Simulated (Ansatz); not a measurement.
**CHClO: a changed input and its effect**

System: CHClO.
Method of the first run: RKS PBE-D4/def2-SVP (Ansatz 0.2.0).

Text and figures count atoms from 1; the logs count them from 0 in places.

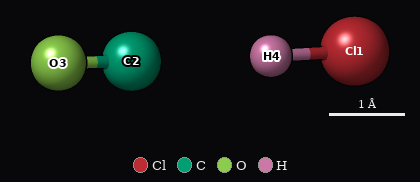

Fig. 1: The input geometry (ball-and-stick view, seen at a tilt; atoms are numbered from 1 in the order of the input). Bond lengths as drawn: Cl–H 1.31 Å and C–O 1.14 Å.

### Input, the first run
```yaml
crystal:
  periodic: [false, false, false]
  atoms:
    - { symbol: Cl, position_ang: [-0.85796861, 1.54652773, -0.67928362] }
    - { symbol: C, position_ang: [0.633504, -1.45154734, 0.25903651] }
    - { symbol: O, position_ang: [1.12888061, -2.42396292, 0.58547136] }
    - { symbol: H, position_ang: [-0.30128599, 0.41527253, -0.33993425] }
basis:
  gaussian: { orbitals: def2-SVP }
hamiltonian:
  xc: pbe
  dispersion: d4
relax:
  f_tol: 0.002
  max_steps: 150
```

Launched with:
```bash
ansatz run input.yaml --threads 2 --pin off --max-ram 5120MiB --backend cpu --events-out ev --progress --plain --runs-dir out
```

Hardware: 2 threads of Oxide Virtual Turin-like (Zen 5), 32 GiB of memory available, shared host.

### Output (the first run)
```
The last accepted step is kept in [file] (removed where the run ends without a failure and the disk answers)
Engine: ansatz 0.2.0, x86_64-unknown-linux-gnu
Functional definition: PBE
  parameter kappa = 0.804
  parameter beta = 0.06672455060314922
  exchange = pbe_x(kappa = kappa, mu = beta*pi^2/3)
  correlation = pbe_c(beta = beta)
554 factors; their error is unknown
mean field evaluation 1: about -15605.9887 eV, gradient 2.9e1 eV
mean field evaluation 2: about -15598.5586 eV, gradient 7.1e1 eV
mean field evaluation 4: about -15607.5410 eV, gradient 7.6e-1 eV
mean field evaluation 8: about -15607.5437 eV, gradient 2.7e-2 eV
mean field -15607.51914942 eV, -573.5657495847 hartree, gradient 3.7e-5 eV, S^2 0.000000; 0 other end points of the search recorded, 0 dependent functions left out
the calculation of the forces begins
reference -15607.51916929 eV, -573.5657503151 hartree; 16, 16 occupied and 35, 35 virtual orbitals, 554 factors
relax step   1: F+E_penalty+E_count = -15607.55583763 eV  Δ(F+E_penalty+E_count) = +0.000e0 eV  max|allowed force component| = 1.071e-3 eV/Å  Δτ_max = 0.0000 Å  (22 SCF iters, accepted)
Total energy: -15607.55585751 eV, -573.5670985821 hartree
Atom 0 at    -0.857969     1.546528    -0.679284 Å, force     0.000063    -0.000556    -0.000705 eV/Å
Atom 1 at     0.633504    -1.451547     0.259037 Å, force     0.000365     0.000660     0.000023 eV/Å
Atom 2 at     1.128881    -2.423963     0.585471 Å, force    -0.000365    -0.000348    -0.000388 eV/Å
Atom 3 at    -0.301286     0.415273    -0.339934 Å, force    -0.000063     0.000245     0.001071 eV/Å
Dipole moment:     0.216377    -0.435889     0.134969 e Å
```

For the second run the input was changed thus:
```diff
-  xc: pbe
-  dispersion: d4
+  xc: lda
```

How does the second run compare with the first run?

The total energies belong to different models, so their difference says nothing on which is more stable or more accurate. The functional changes from PBE to LDA.

### Output, shortened to warnings, some set-up lines, iterations and results (the second run)
```
[...]
mean field evaluation 1: about -15549.2784 eV, gradient 2.9e1 eV
mean field evaluation 2: about -15542.0752 eV, gradient 7.1e1 eV
mean field evaluation 4: about -15550.8119 eV, gradient 8.7e-1 eV
mean field evaluation 8: about -15550.8149 eV, gradient 2.4e-2 eV
relax step   1: F+E_penalty+E_count = -15550.79042329 eV  Δ(F+E_penalty+E_count) = +0.000e0 eV  max|allowed force component| = 7.699e-1 eV/Å  Δτ_max = 0.0000 Å  (22 SCF …
mean field evaluation 16: about -15550.7025 eV, gradient 8.2e0 eV
relax step   2: F+E_penalty+E_count = -15550.78873222 eV  Δ(F+E_penalty+E_count) = +1.691e-3 eV  max|allowed force component| = 4.591e-1 eV/Å  Δτ_max = 0.1890 Å  (26 SCF …
relax step   3: F+E_penalty+E_count = -15550.81224912 eV  Δ(F+E_penalty+E_count) = -2.183e-2 eV  max|allowed force component| = 5.757e-2 eV/Å  Δτ_max = 0.0921 Å  (25 SCF …
mean field evaluation 32: about -15550.8128 eV, gradient 5.3e-2 eV
relax step   4: F+E_penalty+E_count = -15550.81280493 eV  Δ(F+E_penalty+E_count) = -5.558e-4 eV  max|allowed force component| = 1.032e-2 eV/Å  Δτ_max = 0.0192 Å  (24 SCF …
relax step   5: F+E_penalty+E_count = -15550.81282491 eV  Δ(F+E_penalty+E_count) = -1.998e-5 eV  max|allowed force component| = 6.528e-3 eV/Å  Δτ_max = 0.0039 Å  (25 SCF …
relax step   6: F+E_penalty+E_count = -15550.81282724 eV  Δ(F+E_penalty+E_count) = -2.328e-6 eV  max|allowed force component| = 4.877e-3 eV/Å  Δτ_max = 0.0017 Å  (25 SCF …
relax step   7: F+E_penalty+E_count = -15550.81282792 eV  Δ(F+E_penalty+E_count) = -6.875e-7 eV  max|allowed force component| = 1.629e-3 eV/Å  Δτ_max = 0.0013 Å  (20 SCF …
mean field evaluation 64: about -15550.8358 eV, gradient 1.2e-1 eV
mean field -15550.81282792 eV, -571.4818307067 hartree, gradient 5.5e-6 eV, S^2 0.000000; 1 other end points of the search recorded, 0 dependent functions left out
the calculation of the forces begins
reference -15550.81284606 eV, -571.4818313732 hartree; 16, 16 occupied and 35, 35 virtual orbitals, 554 factors
Total energy: -15550.81284606 eV, -571.4818313732 hartree
Atom 0 at    -0.818007     1.459582    -0.659518 Å, force    -0.000854     0.001629    -0.000601 eV/Å
Atom 1 at     0.593005    -1.363961     0.236813 Å, force    -0.000239     0.000591    -0.000078 eV/Å
Atom 2 at     1.080924    -2.335323     0.550265 Å, force     0.000268    -0.000642     0.000098 eV/Å
Atom 3 at    -0.252791     0.325991    -0.302270 Å, force     0.000825    -0.001578     0.000581 eV/Å
Dipole moment:     0.247278    -0.494972     0.156975 e Å
```

### The two runs side by side

```csv
quantity,the first run,the second run
outcome,converged,converged
total energy (hartree),−573.567099,−571.481831
largest force (eV/Å),0.001,0.002
basis functions,51,51
```
